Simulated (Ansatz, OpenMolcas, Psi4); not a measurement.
Predicting a hybrid from its neighbours: Si2H5OF

Si2H5OF has 9 atoms, charge 0, and is taken as a singlet. As SMILES, `O[SiH](F)[SiH3]`. The coordinates come from a PBE0-D4/def2-TZVP relaxation. This is one conformer, not always the lowest.

The HOMO–LUMO gap y, in eV, basis 6-31G(d); a is the functional's share of exact exchange. Programs: Ansatz 0.2.0, OpenMolcas 26.06, Psi4 1.11.

| functional | program | a | y (eV) |
| --- | --- | --- | --- |
| TPSS | OpenMolcas | 0 | 6.73 |
| r2SCAN | Ansatz | 0 | 7.06 |
| TPSSh | Psi4 | 0.1 | ? |
| B3LYP | Ansatz | 0.2 | 8.06 |
| r2SCAN0 | Ansatz | 0.25 | 8.92 |
| PBE0 | Ansatz | 0.25 | 8.48 |
| BHLYP | Ansatz | 0.5 | 10.53 |

Fit y = c + s·a to the known rows and predict TPSSh.


1. Means of the 6 rows: a = 0.2000, y = 8.297.
2. Σ(Δa)² = 0.175, Σ(Δa·Δy) = 1.271, so the slope is 1.271/0.175 = 7.2629.
3. Intercept: 8.297 − (7.2629) × 0.2000 = 6.844. The largest residual of the fit is 0.26.
4. TPSSh: 6.844 + (7.2629) × 0.1 = 7.57 eV.

The run gave 7.56 eV, so the prediction is off by +0.01 eV, within the largest residual. Exact exchange lowers occupied levels and raises empty ones. The rows mix families of semi-local functionals, which the line can't see.

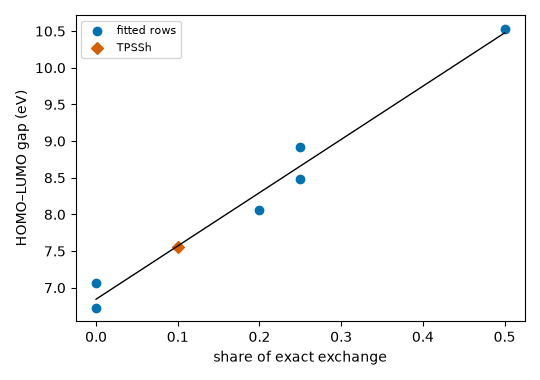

The fitted line, with the withheld row.
